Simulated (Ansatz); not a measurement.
# SiTeH3 radical: geometry and vibrations

What shape does SiTeH3 radical take? The plan is to relax it, check the end point by its vibrations and derive ideal-gas thermochemistry, and look at its orbitals and charge.

Program: Ansatz 0.2.0, Gaussian basis. Level of theory: UKS PBE0-D4/def2-TZVP. These are calculated values, not measurements.

Levels to be run: relaxation at PBE-D4/def2-SVP; relaxation at PBE0-D4/def2-TZVP; harmonic vibrations at the same level; a single point in def2-TZVPP for the fields.

### 1 Where the work starts

SMILES `[SiH3][Te]`, 5 atoms, charge 0, spin multiplicity 2.

Atoms are counted from 1 here; the program's logs count them from 0.

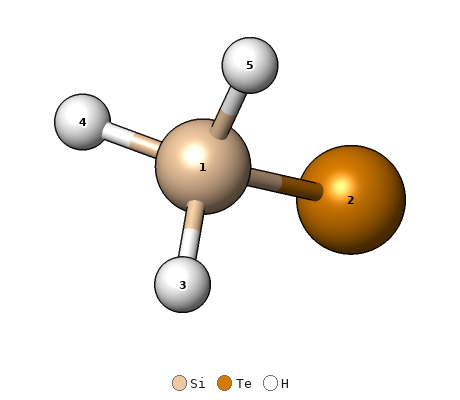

Start geometry, drawn with silicon light orange, tellurium orange, hydrogen white; atoms are numbered from 1 in the order of the file.

Geometry (Å):

```xyz
5
H3SiTe
Si   -0.13260    0.02990   -0.05980
Te    1.93730   -0.91990    0.76120
H    -1.20040    0.11030    1.00440
H    -0.62750   -0.73010   -1.18250
H     0.07320    1.43610   -0.56480
```

The start is a force-field geometry with small random shifts, so a cheaper pass at PBE-D4/def2-SVP comes first. Te takes the def2 core potential; no spin-orbit term is included.

### 2 Geometry optimisation, PBE-D4/def2-SVP (cheap first pass)

File in.yaml:

```yaml
crystal:
  periodic: [false, false, false]
  atoms:
    - {symbol: Si, position_ang: [-0.132600, 0.029900, -0.059800]}
    - {symbol: Te, position_ang: [1.937300, -0.919900, 0.761200]}
    - {symbol: H, position_ang: [-1.200400, 0.110300, 1.004400]}
    - {symbol: H, position_ang: [-0.627500, -0.730100, -1.182500]}
    - {symbol: H, position_ang: [0.073200, 1.436100, -0.564800]}
basis:
  gaussian: {orbitals: def2-SVP}
magnetization: {spin_polarized: true, initial_magnetization: 1}
hamiltonian: {xc: pbe, dispersion: d4}
relax: {f_tol: 0.03, max_steps: 200}
```

Command:

```console
$ ansatz run in.yaml --threads 2 --pin off --events-out ev --progress --plain --max-ram 22528MiB --backend cpu
```

Output (excerpt; [...] marks lines left out):

```text
Functional definition: PBE
  name "PBE"
  cite "Perdew, Burke & Ernzerhof, Phys. Rev. Lett. 77, 3865 (1996) doi:10.1103/PhysRevLett.77.3865"
  parent pbe
[...]
690 factors; their error is unknown
[...]
mean field -15212.16386902 eV, -559.0367110114 hartree, gradient 4.5e-9 eV, S^2 0.751751; 3 other end points of the search recorded, 0 dependent functions left out
[...]
reference -15212.16389758 eV, -559.0367120610 hartree; 21, 20 occupied and 38, 39 virtual orbitals, 690 factors
relax step   1: F+E_penalty+E_count = -15212.26029484 eV  Δ(F+E_penalty+E_count) = +0.000e0 eV  max|allowed force component| = 1.156e0 eV/Å  Δτ_max = 0.0000 Å  (179 SCF iters, accepted)
[...]
relax step   3: F+E_penalty+E_count = -15212.35023628 eV  Δ(F+E_penalty+E_count) = -9.756e-3 eV  max|allowed force component| = 7.462e-2 eV/Å  Δτ_max = 0.0403 Å  (49 SCF iters, accepted)
[...]
relax step   5: F+E_penalty+E_count = -15212.35105151 eV  Δ(F+E_penalty+E_count) = -3.028e-4 eV  max|allowed force component| = 3.636e-2 eV/Å  Δτ_max = 0.0084 Å  (54 SCF iters, accepted)
[...]
relax step   7: F+E_penalty+E_count = -15212.35205420 eV  Δ(F+E_penalty+E_count) = -5.268e-4 eV  max|allowed force component| = 4.980e-2 eV/Å  Δτ_max = 0.0107 Å  (50 SCF iters, accepted)
[...]
relax step   8: F+E_penalty+E_count = -15212.34727640 eV  Δ(F+E_penalty+E_count) = +4.778e-3 eV  max|allowed force component| = 1.225e-1 eV/Å  Δτ_max = 0.0715 Å  (49 SCF iters, rejected (line search))
[...]
relax step   9: F+E_penalty+E_count = -15212.35252508 eV  Δ(F+E_penalty+E_count) = -4.709e-4 eV  max|allowed force component| = 1.910e-2 eV/Å  Δτ_max = 0.0250 Å  (46 SCF iters, accepted)
690 factors; their error is unknown
[...]
mean field -15212.25719374 eV, -559.0401406317 hartree, gradient 9.8e-6 eV, S^2 0.751907; 4 other end points of the search recorded, 0 dependent functions left out
[...]
reference -15212.25722244 eV, -559.0401416865 hartree; 21, 20 occupied and 38, 39 virtual orbitals, 690 factors
Total energy: -15212.35255378 eV, -559.0436450484 hartree
Atom 0 at    -0.173688     0.030718    -0.068097 Å, force     0.010387     0.019097    -0.004502 eV/Å
Atom 1 at     2.004622    -0.875025     0.783651 Å, force    -0.009415    -0.008911     0.001713 eV/Å
Atom 2 at    -1.226295     0.102836     1.004170 Å, force     0.004331    -0.004626     0.007453 eV/Å
Atom 3 at    -0.709627    -0.759745    -1.230334 Å, force     0.005414    -0.006894    -0.001085 eV/Å
Atom 4 at     0.154988     1.427515    -0.530889 Å, force    -0.010716     0.001335    -0.003579 eV/Å
Dipole moment:    -0.092396     0.033247    -0.034218 e Å
```

Run time: 19 s. Hardware: 2 threads of AMD EPYC 7R13, shared host.

The steps of the relaxation: (the energy doesn't fall at every step)

```csv
step,energy from step 1 (eV),largest force component (eV/Å)
1,0.0000,1.1562
2,-0.0802,0.3152
3,-0.0899,0.0746
4,-0.0905,0.0195
5,-0.0908,0.0364
6,-0.0912,0.0469
7,-0.0918,0.0498
8,-0.0870,0.1225
9,-0.0922,0.0191
```

The force was under the threshold of 0.03 eV/Å already at step 4, but the program went on to step 9.

Distances of close pairs at the start and the end, largest changes first:

```csv
bond,before (Å),after (Å),change (Å)
Si1–Te2,2.421,2.508,+0.087
Si1–H4,1.443,1.504,+0.061
Si1–H3,1.510,1.504,-0.005
Si1–H5,1.508,1.508,-0.001
```

### 3 Geometry optimisation, PBE0-D4/def2-TZVP

File in.yaml:

```yaml
crystal:
  periodic: [false, false, false]
  atoms:
    - {symbol: Si, position_ang: [-0.173688, 0.030718, -0.068097]}
    - {symbol: Te, position_ang: [2.004622, -0.875025, 0.783651]}
    - {symbol: H, position_ang: [-1.226295, 0.102836, 1.004170]}
    - {symbol: H, position_ang: [-0.709627, -0.759745, -1.230334]}
    - {symbol: H, position_ang: [0.154988, 1.427515, -0.530889]}
basis:
  gaussian: {orbitals: def2-TZVP}
magnetization: {spin_polarized: true, initial_magnetization: 1}
hamiltonian: {xc: pbe0, dispersion: d4}
relax: {f_tol: 0.005, max_steps: 150}
```

Launched as before.

Output (excerpt; [...] marks lines left out):

```text
Functional definition: PBE0
  name "PBE0"
  cite "Adamo & Barone, J. Chem. Phys. 110, 6158 (1999) doi:10.1063/1.478522"
  cite "Perdew, Burke & Ernzerhof, Phys. Rev. Lett. 77, 3865 (1996) doi:10.1103/PhysRevLett.77.3865"
  parent pbe
[...]
838 factors; their error is unknown
[...]
mean field -15216.76174897 eV, -559.2056799832 hartree, gradient 2.8e-8 eV, S^2 0.754140; 2 other end points of the search recorded, 0 dependent functions left out
[...]
reference -15216.76177651 eV, -559.2056809953 hartree; 21, 20 occupied and 84, 85 virtual orbitals, 838 factors
relax step   1: F+E_penalty+E_count = -15216.84250643 eV  Δ(F+E_penalty+E_count) = +0.000e0 eV  max|allowed force component| = 3.250e-1 eV/Å  Δτ_max = 0.0000 Å  (130 SCF iters, accepted)
[...]
838 factors; their error is unknown
[...]
mean field -15216.77654031 eV, -559.2062235548 hartree, gradient 9.3e-6 eV, S^2 0.754076; 3 other end points of the search recorded, 0 dependent functions left out
[...]
reference -15216.77656780 eV, -559.2062245650 hartree; 21, 20 occupied and 84, 85 virtual orbitals, 838 factors
Total energy: -15216.85770381 eV, -559.2092062585 hartree
Atom 0 at    -0.172897     0.041144    -0.072084 Å, force     0.000104     0.000261    -0.000083 eV/Å
Atom 1 at     1.974348    -0.875589     0.777307 Å, force     0.000034    -0.000072     0.000039 eV/Å
Atom 2 at    -1.202756     0.096363     0.995817 Å, force    -0.000043    -0.000070     0.000021 eV/Å
Atom 3 at    -0.692978    -0.755242    -1.211977 Å, force    -0.000046    -0.000068     0.000014 eV/Å
Atom 4 at     0.144284     1.419623    -0.530562 Å, force    -0.000049    -0.000052     0.000008 eV/Å
Dipole moment:    -0.102745     0.036941    -0.037972 e Å
```

Run time: 35 s. Hardware: 2 threads of AMD EPYC 7R13, shared host; peak memory 0.39 GiB.

Relaxation path:

```csv
step,energy from step 1 (eV),largest force component (eV/Å)
1,0.0000,0.3250
2,-0.0125,0.1798
3,-0.0151,0.0320
4,-0.0152,0.0078
5,-0.0152,0.0003
```

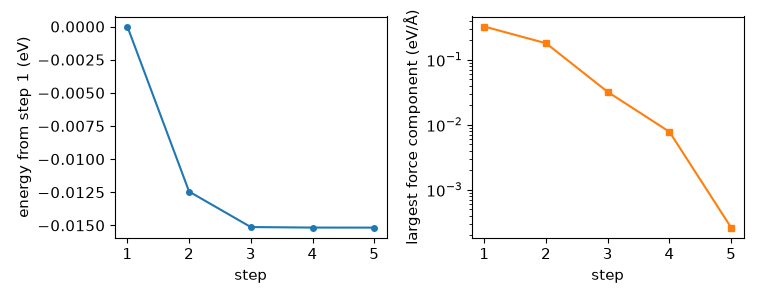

Energy and largest force along the relaxation.

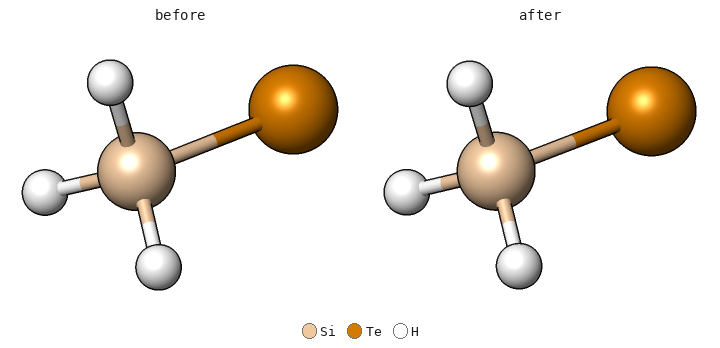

The geometry before (left) and after (right).

Close pairs (by a distance rule), those that changed most:

```csv
bond,before (Å),after (Å),change (Å)
Si1–Te2,2.508,2.484,-0.024
Si1–H5,1.508,1.487,-0.021
Si1–H3,1.504,1.485,-0.020
Si1–H4,1.504,1.485,-0.020
```

Mulliken charges of the relaxed molecule (report file):

```csv
atom,value (e)
Si1,0.07
Te2,-0.07
H3,0.00
H4,0.00
H5,0.00
```

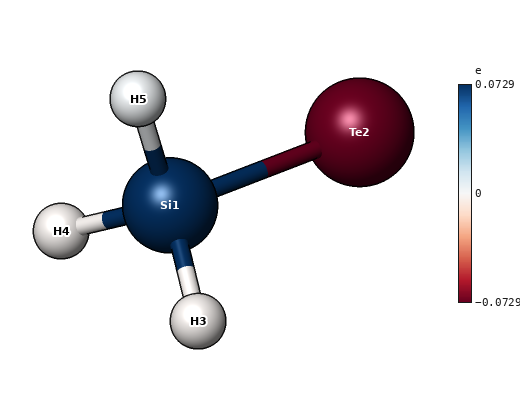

Mulliken charges of the relaxed molecule (report file), as colours on the atoms.

### 4 Force constants and modes

File in.yaml:

```yaml
crystal:
  periodic: [false, false, false]
  atoms:
    - {symbol: Si, position_ang: [-0.172897, 0.041144, -0.072084]}
    - {symbol: Te, position_ang: [1.974348, -0.875589, 0.777307]}
    - {symbol: H, position_ang: [-1.202756, 0.096363, 0.995817]}
    - {symbol: H, position_ang: [-0.692978, -0.755242, -1.211977]}
    - {symbol: H, position_ang: [0.144284, 1.419623, -0.530562]}
basis:
  gaussian: {orbitals: def2-TZVP}
magnetization: {spin_polarized: true, initial_magnetization: 1}
hamiltonian: {xc: pbe0, dispersion: d4}
phonons: {temperatures: {t_min: 298.15, t_max: 900, t_step: 200}}
```

The command is unchanged.

Output (excerpt; [...] marks lines left out):

```text
Functional definition: PBE0
  name "PBE0"
  cite "Adamo & Barone, J. Chem. Phys. 110, 6158 (1999) doi:10.1063/1.478522"
  cite "Perdew, Burke & Ernzerhof, Phys. Rev. Lett. 77, 3865 (1996) doi:10.1103/PhysRevLett.77.3865"
  parent pbe
[...]
838 factors; their error is unknown
[...]
mean field -15216.77654024 eV, -559.2062235524 hartree, gradient 9.0e-8 eV, S^2 0.754076; 2 other end points of the search recorded, 0 dependent functions left out
[...]
reference -15216.77656773 eV, -559.2062245626 hartree; 21, 20 occupied and 84, 85 virtual orbitals, 838 factors
[...]
838 factors; their error is unknown
mean field -15216.77646056 eV, -559.2062206241 hartree, gradient 2.4e-6 eV, S^2 0.754072; 0 other end points of the search recorded, 0 dependent functions left out
[...]
reference -15216.77648805 eV, -559.2062216342 hartree; 21, 20 occupied and 84, 85 virtual orbitals, 838 factors
[...]
838 factors; their error is unknown
mean field -15216.77653190 eV, -559.2062232459 hartree, gradient 1.9e-6 eV, S^2 0.754076; 0 other end points of the search recorded, 0 dependent functions left out
[...]
reference -15216.77655939 eV, -559.2062242561 hartree; 21, 20 occupied and 84, 85 virtual orbitals, 838 factors
Total energy: -15216.85770375 eV, -559.2092062561 hartree
Atom 0 at    -0.172897     0.041144    -0.072084 Å, force     0.000098     0.000269    -0.000084 eV/Å
Atom 1 at     1.974348    -0.875589     0.777307 Å, force     0.000034    -0.000072     0.000040 eV/Å
Atom 2 at    -1.202756     0.096363     0.995817 Å, force    -0.000037    -0.000070     0.000016 eV/Å
Atom 3 at    -0.692978    -0.755242    -1.211977 Å, force    -0.000044    -0.000065     0.000018 eV/Å
Atom 4 at     0.144284     1.419623    -0.530562 Å, force    -0.000051    -0.000062     0.000012 eV/Å
Dipole moment:    -0.102745     0.036941    -0.037972 e Å
Vibrations: 337.67 369.72 490.69 876.78 909.08 948.72 2216.80 2232.66 2235.03 cm⁻¹, zero-point energy 0.658179 eV
```

It took 80 s on 2 threads of AMD EPYC 7R13, shared host; peak memory 0.39 GiB.

Motions are named by where the mode's potential energy lies. Wavenumbers, unscaled:

```csv
mode,cm⁻¹,motion
1,338,Si–Te stretch
2,370,bend
3,491,bend
4,877,bend
5,909,bend
6,949,bend
7,2217,Si–H stretch
8,2233,Si–H stretch
9,2235,Si–H stretch
```

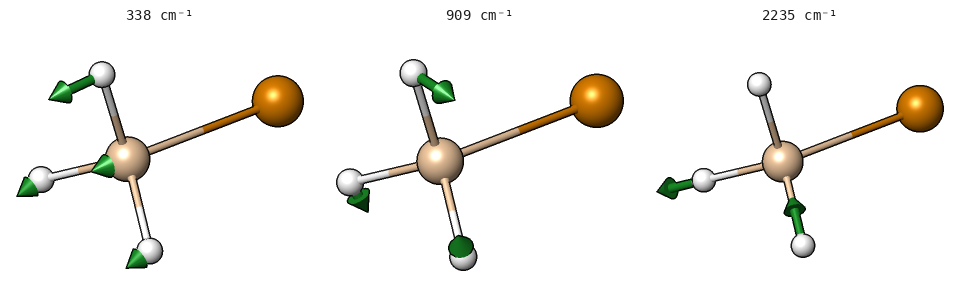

Displacements of 3 modes, as arrows.

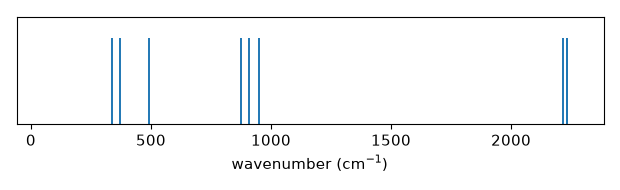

The harmonic wavenumbers as sticks (no intensities were computed).

Ideal gas, rigid rotor and harmonic oscillator at 298.15 K and 1 bar, with symmetry number 1:

```csv
term,value
zero-point energy,15.2 kcal/mol
H(298) − E,18.2 kcal/mol
"entropy, electronic degeneracy",5.8 J/(mol K)
"entropy, translation",172.1 J/(mol K)
"entropy, rotation",98.3 J/(mol K)
"entropy, vibration",14.2 J/(mol K)
"entropy, total",290.3 J/(mol K)
```

### 5 A single point for the fields

in.yaml, as its differences from that of step 4:

```diff
@@ -9,5 +9,5 @@
 basis:
-  gaussian: {orbitals: def2-TZVP}
+  gaussian: {orbitals: def2-TZVPP}
 magnetization: {spin_polarized: true, initial_magnetization: 1}
 hamiltonian: {xc: pbe0, dispersion: d4}
-phonons: {temperatures: {t_min: 298.15, t_max: 900, t_step: 200}}
+output: {orbitals: {seedname: orbitals}}
```

The command is unchanged.

Output:

```text
Functional definition: PBE0
  name "PBE0"
  cite "Adamo & Barone, J. Chem. Phys. 110, 6158 (1999) doi:10.1063/1.478522"
  cite "Perdew, Burke & Ernzerhof, Phys. Rev. Lett. 77, 3865 (1996) doi:10.1103/PhysRevLett.77.3865"
  parent pbe
  parameter a = 0.25
  parameter kappa = 0.804
  parameter beta = 0.06672455060314922
  exchange = (1 - a)*pbe_x(kappa = kappa, mu = beta*pi^2/3) + a*exact_x
  correlation = pbe_c(beta = beta)
906 factors; their error is unknown
mean field evaluation 1: about -15216.1088 eV, gradient 8.2e0 eV
mean field evaluation 2: about -15216.2499 eV, gradient 7.9e0 eV
mean field evaluation 4: about -15216.6230 eV, gradient 4.0e-1 eV
mean field evaluation 8: about -15216.7905 eV, gradient 3.8e-1 eV
mean field evaluation 16: about -15216.7909 eV, gradient 1.6e-3 eV
mean field evaluation 32: about -15216.7909 eV, gradient 3.0e-4 eV
mean field -15216.79086355 eV, -559.2067499243 hartree, gradient 6.7e-6 eV, S^2 0.754086; 2 other end points of the search recorded, 0 dependent functions left out
reference -15216.79089076 eV, -559.2067509242 hartree; 21, 20 occupied and 113, 114 virtual orbitals, 906 factors
Total energy: -15216.87202678 eV, -559.2097326177 hartree
```

It took 11 s on 2 threads of AMD EPYC 7R13, shared host; peak memory 0.47 GiB.

Orbitals, density, ELF and potential are computed afterwards from the orbital file.

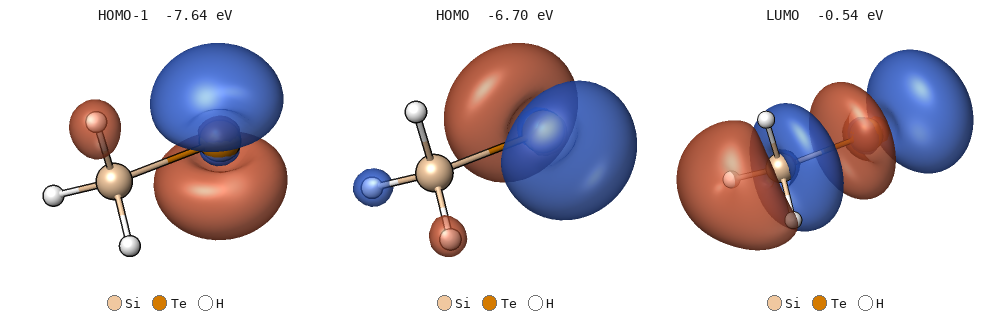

PBE0-D4/def2-TZVPP orbitals (alpha spin) near the gap, drawn at the value that encloses 70 % of each; the two colours are the two signs.

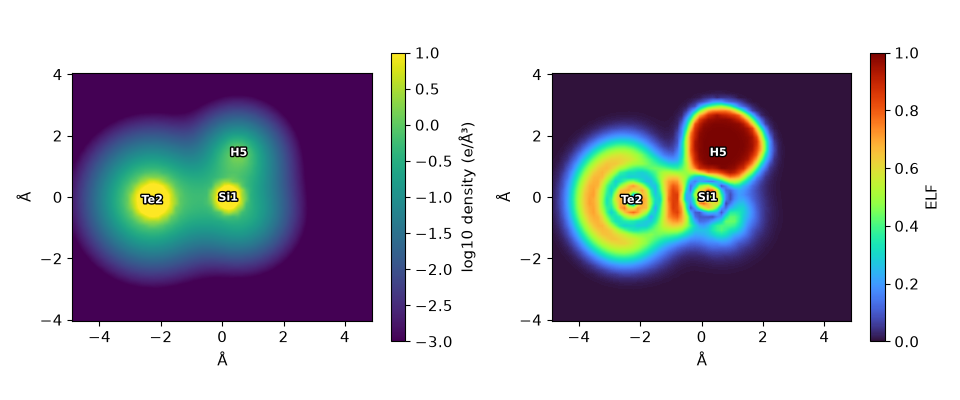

Density (left) and ELF (right) in a plane through or near 3 of the atoms.

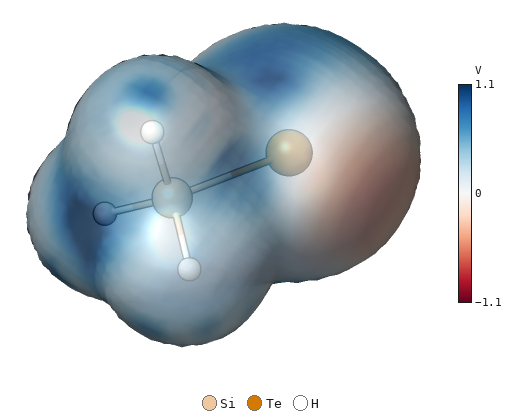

The potential that a unit positive charge feels on the 0.002 e/bohr³ surface, from the 1st to the 99th percentile, from -0.56 V near Te2 to 1.10 V near H3.

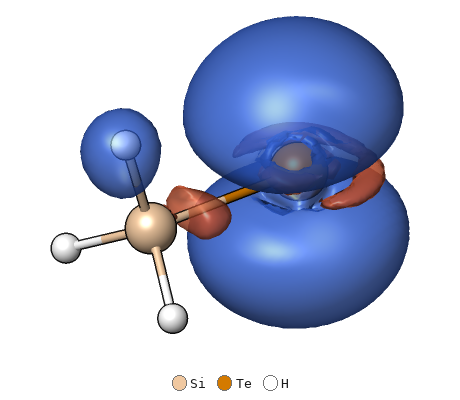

Spin density at ±0.01 e/Å³ (alpha excess blue, beta excess red).

### 6 Summary of results

```
                  quantity            value
               point group               Cs
                     steps            9 + 5
shift from the start (rms)          0.060 Å
              total energy   -15216.8577 eV
           dispersion term          -81 meV
             dipole moment           0.56 D
lowest, highest wavenumber   338, 2235 cm⁻¹
         zero-point energy    15.2 kcal/mol
       entropy at 298.15 K  290.3 J/(mol K)
   HOMO, LUMO (alpha spin)  -6.70, -0.54 eV
```

What this shows: The atoms moved 0.06 Å (rms) from the start; the bond that changed most is Si1–Te2, from 2.421 to 2.484 Å. All wavenumbers are real, so the end point is a minimum. The stiffest mode, 2235 cm⁻¹, is an Si–H stretch. Harmonic hybrid wavenumbers usually lie a few per cent above measured fundamentals. The alpha HOMO lies mostly on Te2 90 % and the LUMO on Te2 44 %; Si1 23 %. The unpaired spin sits mainly on Te2 91 %.
